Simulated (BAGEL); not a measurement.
**GeH2F2 (difluorogermane): HF/6-31G(d) (density fitting with qzvpp-jkfit, spherical functions)**

What is the vertical singlet–triplet gap of GeH2F2 (difluorogermane) at HF/6-31G* (density fitting with qzvpp-jkfit, spherical functions)? 

The results are computed with BAGEL 1.2.2.

3 further runs of the same task are left out: 2 that didn't finish, 1 set aside as unsound or not needed. Runs told in other sessions of the task aren't counted.

### Step 1. The system as given

The species is GeH2F2 (5 atoms), meant as a singlet with charge 0. SMILES: `[F][GeH2][F]`. The shape is that of a PBE0-D4/def2-TZVP optimisation.

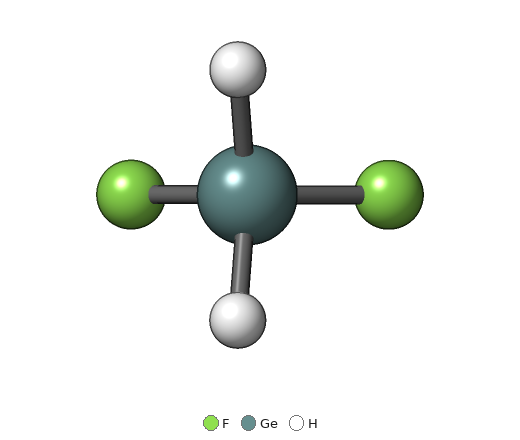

Viewed from a chosen angle; fluorine green, germanium teal, hydrogen white.

### Step 2. A single-point energy at HF/6-31G(d) (density fitting with qzvpp-jkfit, spherical functions)

input.json

```json
{ "bagel" : [

{
  "title" : "molecule",
  "basis" : "6-31gs.json",
  "df_basis" : "qzvpp-jkfit",
  "angstrom" : true,
  "geometry" : [
    { "atom" : "F", "xyz" : [      -0.572600,       0.228500,       1.525800 ] },
    { "atom" : "Ge", "xyz" : [       0.103000,      -0.071300,      -0.032200 ] },
    { "atom" : "F", "xyz" : [      -0.974500,       0.694200,      -1.139700 ] },
    { "atom" : "H", "xyz" : [       0.047300,      -1.576200,      -0.286700 ] },
    { "atom" : "H", "xyz" : [       1.446600,       0.651000,      -0.108600 ] }
  ]
},

{ "title" : "hf" },

{ "title" : "print", "file" : "orbitals.molden", "orbitals" : true }

]}
```

The basis set 6-31G* is read from a file made from the Basis Set Exchange's data (not shown).

On the command line:

```console
$ BAGEL_NUM_THREADS=1 BAGEL input.json > input.out
```

What it wrote:

```text
* using 1 threads per process

  ===============================================================
  ===============================================================

  *** Geometry ***

  { "atom" : "F", "xyz" : [     -1.082057,      0.431802,      2.883344 ] },
  { "atom" : "Ge", "xyz" : [      0.194642,     -0.134737,     -0.060849 ] },
  { "atom" : "F", "xyz" : [     -1.841538,      1.311848,     -2.153721 ] },
  { "atom" : "H", "xyz" : [      0.089384,     -2.978586,     -0.541784 ] },
  { "atom" : "H", "xyz" : [      2.733678,      1.230212,     -0.205224 ] },

  Number of auxiliary basis functions:      456

  Since a DF basis is specified, we compute 2- and 3-index integrals:
    o Being stored without compression. Storage requirement is 0.015 GB

  Number of basis functions:       64
  Number of electrons      :       52

    * METHOD: MOLECULE                             0.16

  *** RHF ***

  === Nuclear Repulsion ===
   222.0412925925

      * DIIS with orbital gradients will be used.

  === RHF iteration (6-31gs.json) ===
      0      -2274.94730798          0.02618551           0.04
      1      -2275.07909735          0.01826015           0.04
      2      -2275.17632782          0.00113947           0.04
      3      -2275.17700568          0.00044943           0.04
      4      -2275.17705781          0.00008886           0.04
      5      -2275.17706429          0.00002260           0.04
      6      -2275.17706477          0.00000349           0.04
      7      -2275.17706478          0.00000049           0.04
      8      -2275.17706478          0.00000013           0.04
      9      -2275.17706478          0.00000004           0.04
     10      -2275.17706478          0.00000002           0.04
     11      -2275.17706478          0.00000000           0.04
    * SCF iteration converged.

    * Permanent dipole moment:
           (   -0.966038,     0.587029,     0.248300) a.u.

    * METHOD: HF                                   0.58

    * METHOD: PRINT                                0.01

  ===============================================================
```

Wall time 0.88 s (1 thread of Arm Neoverse V2, shared host).

### Step 3. The triplet at the same level

input.json

```json
{ "bagel" : [

{
  "title" : "molecule",
  "basis" : "6-31gs.json",
  "df_basis" : "qzvpp-jkfit",
  "angstrom" : true,
  "geometry" : [
    { "atom" : "F", "xyz" : [   -0.572600,    0.228500,    1.525800 ] },
    { "atom" : "Ge", "xyz" : [    0.103000,   -0.071300,   -0.032200 ] },
    { "atom" : "F", "xyz" : [   -0.974500,    0.694200,   -1.139700 ] },
    { "atom" : "H", "xyz" : [    0.047300,   -1.576200,   -0.286700 ] },
    { "atom" : "H", "xyz" : [    1.446600,    0.651000,   -0.108600 ] }
  ]
},
{ "title" : "uhf", "nopen" : 2 },
{ "title" : "print", "file" : "orbitals.molden", "orbitals" : true }

]}
```

The basis set 6-31G* is read from a file made from the Basis Set Exchange's data (not shown).

On the command line:

```console
$ BAGEL_NUM_THREADS=1 BAGEL input.json > input.out
```

What it wrote:

```text
* using 1 threads per process

  ===============================================================
  ===============================================================

  *** Geometry ***

  { "atom" : "F", "xyz" : [     -1.082057,      0.431802,      2.883344 ] },
  { "atom" : "Ge", "xyz" : [      0.194642,     -0.134737,     -0.060849 ] },
  { "atom" : "F", "xyz" : [     -1.841538,      1.311848,     -2.153721 ] },
  { "atom" : "H", "xyz" : [      0.089384,     -2.978586,     -0.541784 ] },
  { "atom" : "H", "xyz" : [      2.733678,      1.230212,     -0.205224 ] },

  Number of auxiliary basis functions:      456

  Since a DF basis is specified, we compute 2- and 3-index integrals:
    o Being stored without compression. Storage requirement is 0.015 GB

  Number of basis functions:       64
  Number of electrons      :       52

    * METHOD: MOLECULE                             0.16

  *** Open-shell HF ***

  === Nuclear Repulsion ===
   222.0412925925

      * DIIS with orbital gradients will be used.

  === UHF iteration (6-31gs.json) ===
      0      -2274.51394588          0.05418859           0.07
      1      -2274.62117642          0.04883968           0.08
      2      -2274.71180513          0.03552469           0.08
      3      -2274.81548750          0.00156860           0.07
      4      -2274.81745313          0.00099823           0.07
      5      -2274.81873883          0.00075286           0.07
      6      -2274.81991241          0.00062712           0.08
      7      -2274.82283080          0.00057843           0.08
      8      -2274.82281368          0.00056448           0.08
      9      -2274.82319667          0.00057079           0.08
     10      -2274.82444464          0.00058601           0.08
     11      -2274.81905326          0.00091103           0.08
     12      -2274.82514809          0.00065346           0.08
     13      -2274.82282837          0.00071491           0.08
     14      -2274.82236675          0.00069692           0.07
     15      -2274.83060974          0.00091657           0.07
[... 56 lines of this table left out ...]
     72      -2274.84048328          0.00000001           0.08
     73      -2274.84048328          0.00000001           0.08
     74      -2274.84048328          0.00000001           0.08
     75      -2274.84048328          0.00000001           0.08
     76      -2274.84048328          0.00000001           0.08
     77      -2274.84048328          0.00000001           0.08
     78      -2274.84048328          0.00000001           0.08
     79      -2274.84048328          0.00000001           0.08
    * SCF iteration converged.

    * S^2 (UHF) is 2.0103

    * Permanent dipole moment:
           (   -0.676284,     0.414207,     0.174529) a.u.

    * METHOD: UHF                                  6.15

    * METHOD: PRINT                                0.01

  ===============================================================
```

Run time: 6.6 s. Hardware: 1 thread of Arm Neoverse V2, shared host.

### Step 4. Results

Level: HF/6-31G* (density fitting with qzvpp-jkfit, spherical functions).

```
                                        quantity           value
                           singlet: total energy  -2275.17706 Eh
                          singlet: dipole moment          2.94 D
                            singlet: HOMO energy       -13.68 eV
                            singlet: LUMO energy         3.27 eV
                          singlet: HOMO–LUMO gap        16.95 eV
                           triplet: total energy  -2274.84048 Eh
                          triplet: dipole moment          2.06 D
                                   triplet: ⟨S²⟩           2.010
vertical energy of the triplet above the singlet        9.159 eV
```

In words: At this shape the triplet lies 9.16 eV (884 kJ/mol) above the singlet.
